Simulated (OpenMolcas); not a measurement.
HF: geometry relaxation (part 4 of 4)

Continued. System: HF, SMILES F. Method: HF/3-21G, RHF (OpenMolcas 26.06). The geometry comes from this level: PBE0-D4/def2-TZVP.

Geometry of the input (Å):
```
F  -0.3900  0.1446  -0.1964
H  0.3900  -0.1446  0.1964
```

### Log, continued
```
 Process perturbation number                     1
        Iteration         Delta     Res(kappa) Res(CI)
            1          0.0136471   0.4341862   0.0000000   0.0000000   0.0164612
            2          0.0005241   0.0797410   0.0000000   0.0000000   0.0006322
            3          0.0000040   0.0089759   0.0000000   0.0000000   0.0000048
            4          0.0000000   0.0005364   0.0000000   0.0000000   0.0000000
      Perturbation no:    1 converged in    4 steps.

 Process perturbation number                     2
        Iteration         Delta     Res(kappa) Res(CI)
            1          0.0057655   0.1846626   0.0000000   0.0000000   0.0029063
            2          0.0003287   0.0396455   0.0000000   0.0000000   0.0001657
            3          0.0000077   0.0065605   0.0000000   0.0000000   0.0000039
            4          0.0000001   0.0006009   0.0000000   0.0000000   0.0000001
      Perturbation no:    2 converged in    4 steps.

 Process perturbation number                     3
        Iteration         Delta     Res(kappa) Res(CI)
            1          0.0079486   0.2350374   0.0000000   0.0000000   0.0047582
            2          0.0003873   0.0469138   0.0000000   0.0000000   0.0002318
            3          0.0000088   0.0078476   0.0000000   0.0000000   0.0000053
            4          0.0000001   0.0006205   0.0000000   0.0000000   0.0000001
      Perturbation no:    3 converged in    4 steps.

 Process perturbation number                     4
        Iteration         Delta     Res(kappa) Res(CI)
            1          0.0136471   0.4341862   0.0000000   0.0000000   0.0164612
            2          0.0005241   0.0797410   0.0000000   0.0000000   0.0006322
            3          0.0000040   0.0089759   0.0000000   0.0000000   0.0000048
            4          0.0000000   0.0005364   0.0000000   0.0000000   0.0000000
      Perturbation no:    4 converged in    4 steps.

 Process perturbation number                     5
        Iteration         Delta     Res(kappa) Res(CI)
            1          0.0057655   0.1846626   0.0000000   0.0000000   0.0029063
            2          0.0003287   0.0396455   0.0000000   0.0000000   0.0001657
            3          0.0000077   0.0065605   0.0000000   0.0000000   0.0000039
            4          0.0000001   0.0006009   0.0000000   0.0000000   0.0000001
      Perturbation no:    5 converged in    4 steps.

 Process perturbation number                     6
        Iteration         Delta     Res(kappa) Res(CI)
            1          0.0079486   0.2350374   0.0000000   0.0000000   0.0047582
            2          0.0003873   0.0469138   0.0000000   0.0000000   0.0002318
            3          0.0000088   0.0078476   0.0000000   0.0000000   0.0000053
            4          0.0000001   0.0006205   0.0000000   0.0000000   0.0000001
      Perturbation no:    6 converged in    4 steps.

 Process perturbation number                     7
        Iteration         Delta     Res(kappa) Res(CI)
            1          0.0666151   1.4851492   0.0000000   0.0000000   0.1875752
            2          0.0038810   0.3501161   0.0000000   0.0000000   0.0109280
            3          0.0000162   0.0260805   0.0000000   0.0000000   0.0000456
            4          0.0000000   0.0009320   0.0000000   0.0000000   0.0000001
      Perturbation no:    7 converged in    4 steps.

 Process perturbation number                     8
        Iteration         Delta     Res(kappa) Res(CI)
            1          0.0379585   0.5666387   0.0000000   0.0000000   0.0268033
            2          0.0024912   0.1323241   0.0000000   0.0000000   0.0017591
            3          0.0000145   0.0153007   0.0000000   0.0000000   0.0000102
            4          0.0000000   0.0004381   0.0000000   0.0000000   0.0000000
      Perturbation no:    8 converged in    4 steps.

 Process perturbation number                     9
        Iteration         Delta     Res(kappa) Res(CI)
            1          0.0491520   0.7599588   0.0000000   0.0000000   0.0486691
            2          0.0030937   0.1786431   0.0000000   0.0000000   0.0030633
            3          0.0000156   0.0173358   0.0000000   0.0000000   0.0000154
            4          0.0000000   0.0005491   0.0000000   0.0000000   0.0000000
      Perturbation no:    9 converged in    4 steps.

      ************************************
      * Harmonic frequencies in cm-1     *
      * Intensities in km/mole           *
      * No correction due to curvilinear *
      * representations has been done    *
      ************************************

    Symmetry a
   ==============

                        1         2         3         4         5         6

     Frequency:        i0.79     i0.79     i0.00     i0.00      0.00   4061.31

     Intensity:    2.374E+02 2.374E+02 1.037E-16 1.037E-16 4.176E-16 3.295E+01
     Red. mass:      1.05831   1.05831   7.13403   7.13403  10.00311   1.05831

     F1         x   -0.00183  -0.02803  -0.05546  -0.05546  -0.13885   0.04491
     F1         y   -0.04430  -0.02380   0.68599   0.68599  -0.06129  -0.01665
     F1         z   -0.02899   0.03813  -0.16229  -0.16229   0.69063   0.02262
     H2         x    0.03442   0.52835  -0.05546  -0.05546  -0.13885  -0.84667
     H2         y    0.83509   0.44864   0.68599   0.68599  -0.06129   0.31392
     H2         z    0.54648  -0.71886  -0.16229  -0.16229   0.69063  -0.42638

++ Principal components of the normal modes
   ----------------------------------------

   (Only contributions larger than 0.50 times the maximum are printed)

      Mode      1
        Frequency:           i0.79 cm-1
      ---------------------------------
        Rxy                      1.0000
        Ryz                     -0.7350
        Rzx                     -0.6241
      ---------------------------------

      Mode      2
        Frequency:           i0.79 cm-1
      ---------------------------------
        Rzx                      1.0000
        Rxy                      0.6544
      ---------------------------------

      Mode      3
        Frequency:           i0.00 cm-1
      ---------------------------------
        Ty                       1.0000
      ---------------------------------

      Mode      4
        Frequency:           i0.00 cm-1
      ---------------------------------
        Ty                       1.0000
      ---------------------------------

      Mode      5
        Frequency:            0.00 cm-1
      ---------------------------------
        Tz                       1.0000
      ---------------------------------

      Mode      6
        Frequency:         4061.31 cm-1
      ---------------------------------
        Bond H2 F1              -1.0000
      ---------------------------------
--

++ Thermochemistry

 *********************
 *                   *
 *  THERMOCHEMISTRY  *
 *                   *
 *********************

 Mass-centered Coordinates (angstrom):
 ********************************************************
 Label        X           Y           Z          Mass
 --------------------------------------------------------
 F1         0.000000    0.000000   -0.047224     18.99840
 H2         0.000000    0.000000    0.890224      1.00783
 --------------------------------------------------------
 Molecular mass:   20.006228
 Rotational Constants (cm-1):   20.0431   20.0431**********
 Rotational Constants (GHz) :  600.8771  600.8771**********
 Rotational temperatures (K):   28.8376   28.8376**********
 Rotational Symmetry factor:  1
 Vibrational temperature (K):
   5843.31
 Number of trans. and rot. degrees of freedom:  6
 ZPVE                 5.806 kcal/mol      0.009252 au.
 ZPVE corrected energy                  -99.450967 au.

 *****************************************************
 Temperature =   298.15 kelvin, Pressure =   1.00 atm
 -----------------------------------------------------
 Molecular Partition Function and Molar Entropy:
                        q/V (M**-3)    S(kcal/mol*K)
 Electronic            1.000000E+00        0.000
 Translational         2.737791E+27       34.922
 Rotational                     NaN          NaN
 Vibrational           5.549143E-05        0.000
 TOTAL                          NaN          NaN

 Thermal contributions to INTERNAL ENERGY:
 Electronic           0.000 kcal/mol      0.000000 au.
 Translational        0.889 kcal/mol      0.001416 au.
 Rotational           0.889 kcal/mol      0.001416 au.
 Vibrational          5.806 kcal/mol      0.009252 au.
 TOTAL                7.583 kcal/mol      0.012085 au.

 Thermal contributions to
 ENTHALPY             8.176 kcal/mol      0.013029 au.
 GIBBS FREE ENERGY      NaN kcal/mol           NaN au.

 Sum of energy and thermal contributions
 INTERNAL ENERGY                        -99.448134 au.
 ENTHALPY                               -99.447190 au.
 GIBBS FREE ENERGY                             NaN au.
 -----------------------------------------------------
--

 ************************************
 *       Polarizabilities           *
 ************************************

        2.9526687840119075
       -0.9545315173864388      0.7321171016982132
        1.2964729599943399     -0.4806922820809111      1.0310966707397258

++    Isotopic shifts:
      ----------------

 ****************************************
 * Isotope shifted frequencies in cm-1  *
 ****************************************

  Single substitutions:
  -----------------------

  Full substitutions:
  -----------------------

 Masses:
 =======
  19   2

 Frequencies:
 ============
                         1         2         3         4         5         6

            Freq.      i0.57     i0.57     i0.00     i0.00      0.00   2944.24

 Masses:
 =======
  19   3

 Frequencies:
 ============
                         1         2         3         4         5         6

            Freq.      i0.48     i0.48     i0.00     i0.00      0.00   2462.69

--

      The response parameters are written to the file RESP.
--- Stop Module: mclr /rc=_RC_ALL_IS_WELL_ ---

.##################.
.# Happy landing! #.
.##################.

    Timing: Wall=3.59 User=2.58 System=0.97
```

### Trajectory as extended XYZ (Å, eV, eV/Å), 3 frames, from step=0 to step=2
```
2
Properties=species:S:1:pos:R:3:forces:R:3 step=0 energy=-2706.44120
F    -0.3900    0.1446   -0.1964   -0.9134   0.3387  -0.4600
H     0.3900   -0.1446    0.1964    0.9134  -0.3387   0.4600
2
Properties=species:S:1:pos:R:3:forces:R:3 step=1 energy=-2706.45012
F    -0.3960    0.1468   -0.1994   -0.1620   0.0601  -0.0816
H     0.3960   -0.1468    0.1994    0.1620  -0.0601   0.0816
2
Properties=species:S:1:pos:R:3:forces:R:3 step=2 energy=-2706.45043
F    -0.3974    0.1473   -0.2001    0.0002  -0.0001   0.0001
H     0.3974   -0.1473    0.2001   -0.0002   0.0001  -0.0001
```

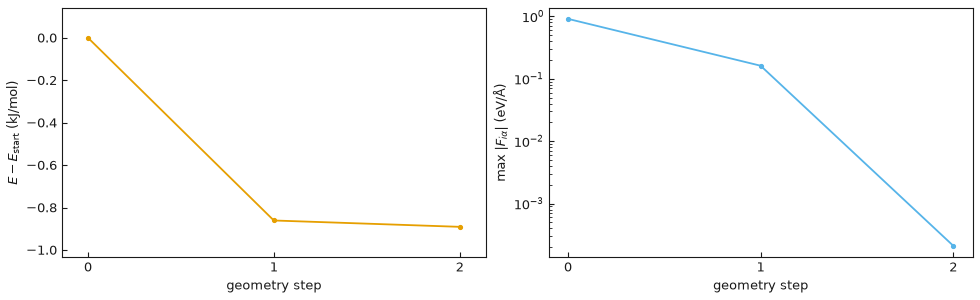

**Figure 1.** Progress of the relaxation, step by step (steps are counted from 0). After 2 geometry steps the energy has fallen by 0.89 kJ/mol. Largest force component: 0.91 eV/Å at the start, 0.00021 eV/Å at the end. The largest moves after the best rigid fit, 0.009 Å, are those of F1 and H2. By element the largest moves are F 0.009 Å, H 0.009 Å. Distances before and after: F1–H2 0.920 → 0.937 Å. (Atoms are counted from 1 in the order of the input.)

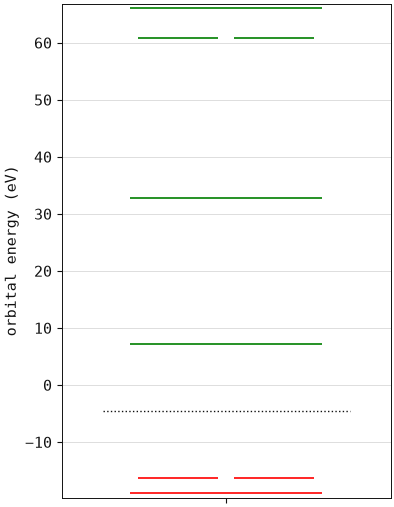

**Figure 2.** Orbital energies near the frontier; the dotted line parts filled from empty levels, and levels within 0.02 eV of each other stand side by side. Highest filled −16.26 eV, lowest empty 7.14 eV, 23.40 eV apart.

### Key numbers

```csv
quantity,value
outcome,converged
total energy,−99.460219 hartree
basis functions,11
HOMO,−16.26 eV
LUMO,7.14 eV
dipole moment,2.17 debye
zero-point energy,0.009252 hartree
"wavenumbers, lowest and highest",4061 cm⁻¹
wall time,3.9 s
peak memory,0.37 GiB
```
